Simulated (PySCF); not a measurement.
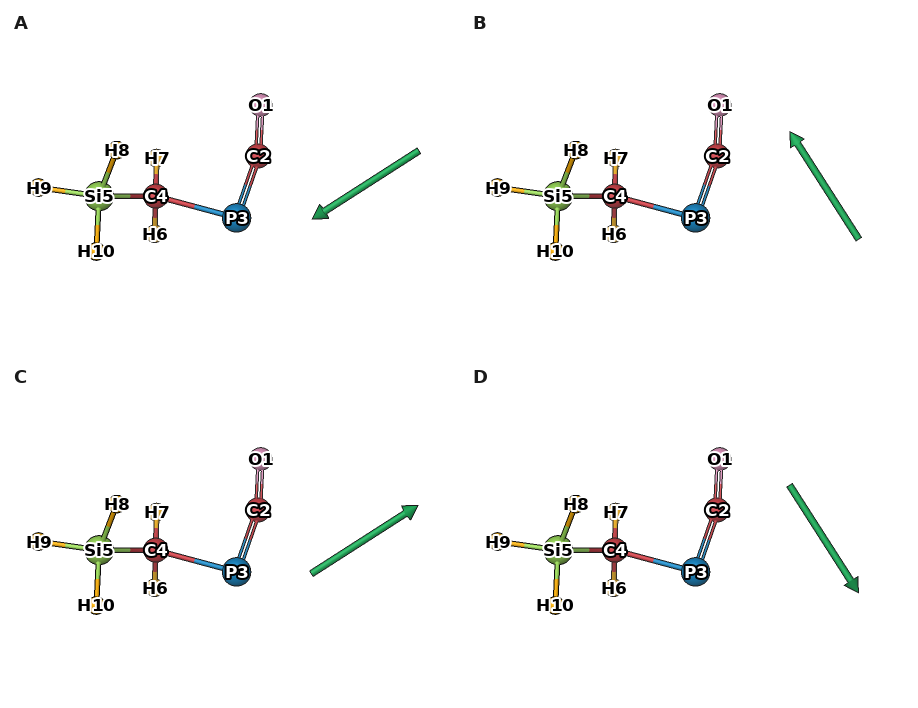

The same molecule four times, each with an arrow. Geometry: a frame of a GFN2-xTB molecular-dynamics simulation, not a minimum. Properties computed with PBE0/def2-SVPD, gas phase (PySCF 2.14.0).

**Which arrow points along the dipole moment, from the negative to the positive end?**

A. The dipole moment is 1.51 D; it points from the side of O1 to the side of H9 (the outermost atoms at the two ends).
